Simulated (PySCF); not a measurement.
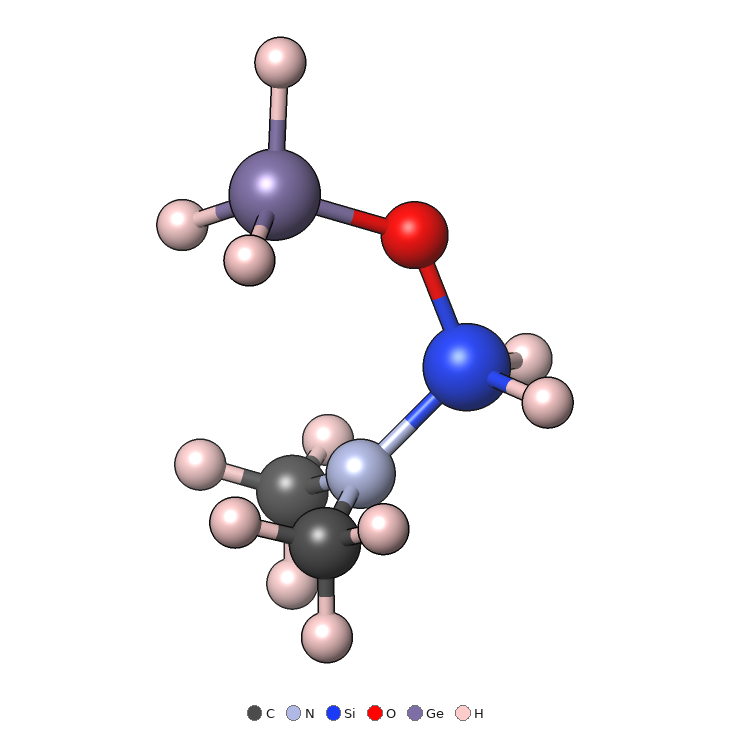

The geometry was computed by an optimisation with PBE0-D3(BJ)/def2-SVP. No frequency run is at hand to confirm it as a minimum.

Draw it as a skeletal formula.

SMILES: CN(C)[SiH2][O][GeH3]

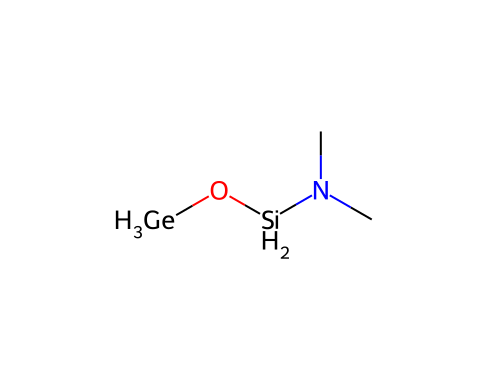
